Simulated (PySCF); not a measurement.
# C2H6BrNSi (SMILES [H]/N=C/C[SiH2]Br) at 5 levels

Aim: a comparison of 5 runs (HF/STO-3G, HF/3-21G, HF/aug-cc-pVDZ, BLYP/3-21G, B3LYP/6-31G*) of C2H6BrNSi. 

Program for the calculation: PySCF 2.14.0.

## Step 1: The system as given

C2H6BrNSi has 11 atoms, charge 0, and is taken as a singlet. As SMILES, `[H]/N=C/C[SiH2]Br`. The coordinates come from a GFN2-xTB relaxation. This is one conformer, not always the lowest.

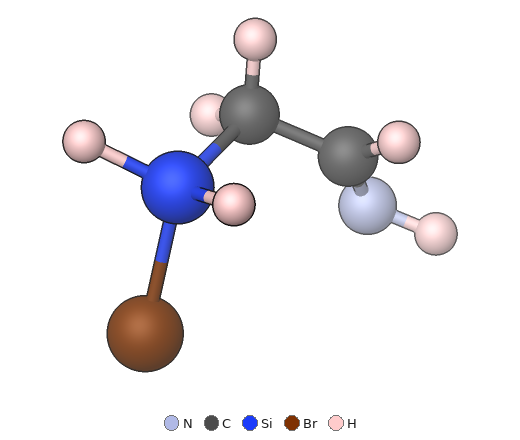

Viewed from a chosen angle; nitrogen light blue, carbon dark grey, silicon blue, bromine brown, hydrogen pink.

## Step 2: Energy and gradient at HF/STO-3G (run 1)

Input file calc.py:

```python
# N=CC[SiH2]Br
import pyscf.grad
from pyscf import gto

system = gto.M(
    atom=[
    ('N', (-1.412210, 0.655090, 1.433380)),
    ('C', (-0.220700, 0.353690, 1.186370)),
    ('C', (0.093360, -0.788070, 0.294560)),
    ('Si', (0.651730, -0.163840, -1.415450)),
    ('Br', (-1.053400, 0.788250, -2.448440)),
    ('H', (-1.557320, 1.464130, 2.031050)),
    ('H', (0.661330, 0.897460, 1.564010)),
    ('H', (0.897800, -1.385010, 0.724610)),
    ('H', (-0.794620, -1.412830, 0.190490)),
    ('H', (1.063580, -1.281220, -2.251930)),
    ('H', (1.670440, 0.872340, -1.308650)),
],
    max_memory=1860,
    verbose=3,
    basis='sto-3g',
)

mf = system.RHF()
mf.conv_tol = 1e-10
mf.kernel()
if not mf.converged:
    mf = mf.newton().run(mf.mo_coeff, mf.mo_occ)

e_final = mf.e_tot
print('Final energy', e_final)
grad = mf.Gradients().kernel()
dip = mf.dip_moment()
pop, q = mf.mulliken_pop()
```

On the command line:

```sh
$ OMP_NUM_THREADS=1 python calc.py
```

Standard output:

```text
converged SCF energy = -2962.32974727839
Final energy -2962.329747278387
[... 8 lines left out ...]
Dipole moment(X, Y, Z, Debye):  3.35118, -0.47032,  1.53776
[... 60 lines left out ...]
charge of   10H =     -0.13754
```

It took 11 s on 1 thread of Intel Xeon at 2.50GHz (Skylake/Cascade Lake), shared host; peak memory 0.12 GiB.

## Step 3: Energy and forces at HF/3-21G (run 2)

Input file calc.py:

```python
import pyscf.grad
from pyscf import gto, scf

molecule = gto.Mole()
molecule.atom = '''
N       -1.412210       0.655090       1.433380
C       -0.220700       0.353690       1.186370
C        0.093360      -0.788070       0.294560
Si       0.651730      -0.163840      -1.415450
Br      -1.053400       0.788250      -2.448440
H       -1.557320       1.464130       2.031050
H        0.661330       0.897460       1.564010
H        0.897800      -1.385010       0.724610
H       -0.794620      -1.412830       0.190490
H        1.063580      -1.281220      -2.251930
H        1.670440       0.872340      -1.308650
'''
molecule.verbose = 4
molecule.basis = '3-21g'
molecule.max_memory = 1860
molecule.build()

myscf = scf.RHF(molecule)
myscf.conv_tol = 1e-10
myscf.kernel()
if not myscf.converged:
    myscf = myscf.newton().run(myscf.mo_coeff, myscf.mo_occ)

e_tot = myscf.e_tot
print('E = %.10f Eh' % e_tot)
grad = myscf.Gradients().kernel()
myscf.analyze()
```

On the command line:

```sh
$ OMP_NUM_THREADS=1 python calc.py
```

Standard output:

```text
PySCF version 2.14.0

[... 92 lines left out ...]
MO #4   energy= -57.9496281039849  occ= 2
[... 13 lines left out ...]
MO #18  energy= -3.06707655962253  occ= 2
[... 13 lines left out ...]
MO #32  energy= -0.517509546547453 occ= 2
[... 13 lines left out ...]
MO #46  energy= 0.347240748744322  occ= 0
[... 13 lines left out ...]
MO #60  energy= 1.11583597031111   occ= 0
[... 13 lines left out ...]
MO #74  energy= 2.78948699583685   occ= 0
[... 88 lines left out ...]
Dipole moment(X, Y, Z, Debye):  3.38982, -0.41063,  2.06003
```

Run time: 10 s. Hardware: 1 thread of Intel Xeon at 2.50GHz (Skylake/Cascade Lake), shared host; peak memory 0.15 GiB.

Run 3 isn't shown in full; the table further down has it.

## Step 4: Energy and gradient at BLYP/3-21G (run 4)

Input file job.py:

```python
from pyscf import gto, dft

molecule = gto.M(
    atom='''
N     -1.412210     0.655090     1.433380
C     -0.220700     0.353690     1.186370
C      0.093360    -0.788070     0.294560
Si     0.651730    -0.163840    -1.415450
Br    -1.053400     0.788250    -2.448440
H     -1.557320     1.464130     2.031050
H      0.661330     0.897460     1.564010
H      0.897800    -1.385010     0.724610
H     -0.794620    -1.412830     0.190490
H      1.063580    -1.281220    -2.251930
H      1.670440     0.872340    -1.308650
''',
    max_memory=1860,
    basis='3-21g',
    charge=0,
    verbose=4,
)

mf = dft.RKS(molecule, xc='blyp')
mf.conv_tol = 1e-10
mf.grids.level = 5
mf.kernel()
if not mf.converged:
    mf = mf.newton().run(mf.mo_coeff, mf.mo_occ)

e_final = mf.e_tot
print(f'total energy: {e_final:.8f} hartree')
grad = mf.nuc_grad_method().kernel()
mf.analyze()
```

On the command line:

```sh
$ OMP_NUM_THREADS=1 python job.py
```

Standard output:

```text
PySCF version 2.14.0

[... 109 lines left out ...]
MO #4   energy= -55.0987315421984  occ= 2
[... 13 lines left out ...]
MO #18  energy= -2.31501868560446  occ= 2
[... 13 lines left out ...]
MO #32  energy= -0.328766680607672 occ= 2
[... 13 lines left out ...]
MO #46  energy= 0.16145369392643   occ= 0
[... 13 lines left out ...]
MO #60  energy= 0.827514727357288  occ= 0
[... 13 lines left out ...]
MO #74  energy= 2.41325475536559   occ= 0
[... 88 lines left out ...]
Dipole moment(X, Y, Z, Debye):  2.41226, -0.22341,  1.64639
```

It took 43 s on 1 thread of Intel Xeon at 2.50GHz (Skylake/Cascade Lake), shared host; peak memory 0.73 GiB.

## Step 5: Energy and forces at B3LYP/6-31G(d) (Cartesian functions) (run 5)

Input file calc.py:

```python
import pyscf.grad
from pyscf import gto, dft

mol = gto.M(
    atom=[
    ('N', (-1.412210, 0.655090, 1.433380)),
    ('C', (-0.220700, 0.353690, 1.186370)),
    ('C', (0.093360, -0.788070, 0.294560)),
    ('Si', (0.651730, -0.163840, -1.415450)),
    ('Br', (-1.053400, 0.788250, -2.448440)),
    ('H', (-1.557320, 1.464130, 2.031050)),
    ('H', (0.661330, 0.897460, 1.564010)),
    ('H', (0.897800, -1.385010, 0.724610)),
    ('H', (-0.794620, -1.412830, 0.190490)),
    ('H', (1.063580, -1.281220, -2.251930)),
    ('H', (1.670440, 0.872340, -1.308650)),
],
    cart=True,
    max_memory=1860,
    verbose=4,
    basis='6-31g*',
)

mf = dft.RKS(mol)
mf.xc = 'b3lyp'
mf.conv_tol = 1e-10
mf.grids.level = 5
mf.kernel()
if not mf.converged:
    mf = mf.newton().run(mf.mo_coeff, mf.mo_occ)

e_tot = mf.e_tot
print('Final energy', e_tot)
grad = mf.Gradients().kernel()
mf.analyze()
```

On the command line:

```sh
$ OMP_NUM_THREADS=1 python calc.py
```

Standard output:

```text
PySCF version 2.14.0

[... 110 lines left out ...]
MO #6   energy= -56.3245440421695  occ= 2
[... 20 lines left out ...]
MO #27  energy= -0.536950798892636 occ= 2
[... 20 lines left out ...]
MO #48  energy= 0.221094337914675  occ= 0
[... 20 lines left out ...]
MO #69  energy= 0.759298585591915  occ= 0
[... 20 lines left out ...]
MO #90  energy= 1.85078445094667   occ= 0
[... 20 lines left out ...]
MO #111 energy= 90.4198014947694   occ= 0
[... 125 lines left out ...]
Dipole moment(X, Y, Z, Debye):  2.68589, -0.41807,  1.65873
```

It took 2.1 min on 1 thread of Intel Xeon at 2.50GHz (Skylake/Cascade Lake), shared host; peak memory 1.1 GiB.

## Step 6: All runs side by side

| run | level | integration grid | Cartesian functions | energy (Eh) | dipole moment (D) | HOMO energy (eV) | LUMO energy (eV) | wall time |
| --- | --- | --- | --- | --- | --- | --- | --- | --- |
| 1 | HF/STO-3G | – | no | -2962.329747 | 3.72 | -8.08 | 8.13 | 11 s |
| 2 | HF/3-21G | – | no | -2980.383546 | 3.99 | -10.59 | 3.64 | 10 s |
| 3 | HF/aug-cc-pVDZ | – | no | -2995.049649 | 3.42 | -10.90 | 0.82 | 3.9 min |
| 4 | BLYP/3-21G | 5 | no | -2983.494652 | 2.93 | -5.08 | -0.57 | 43 s |
| 5 | B3LYP/6-31G* (Cartesian functions) | 5 | yes | -2997.974809 | 3.18 | -7.01 | -0.14 | 2.1 min |

## Step 7: Summary of results

```
                       quantity           value
            run 5: total energy  -2997.97481 Eh
           run 5: dipole moment          3.18 D
             run 5: HOMO energy        -7.01 eV
             run 5: LUMO energy        -0.14 eV
           run 5: HOMO–LUMO gap         6.86 eV
run 5: largest force on an atom      1.580 eV/Å
```

In words: The dipole moment (its size) runs from 2.93 D (BLYP/3-21G) to 3.99 D (HF/3-21G). The HOMO–LUMO gap runs from 4.51 eV (BLYP/3-21G) to 16.21 eV (HF/STO-3G). The two ends differ in method and basis. Totals of different functionals can't be ranked against each other. In run 1 the basis is minimal, so the values are rough. All runs together took 7.1 min, the longest 3.9 min.
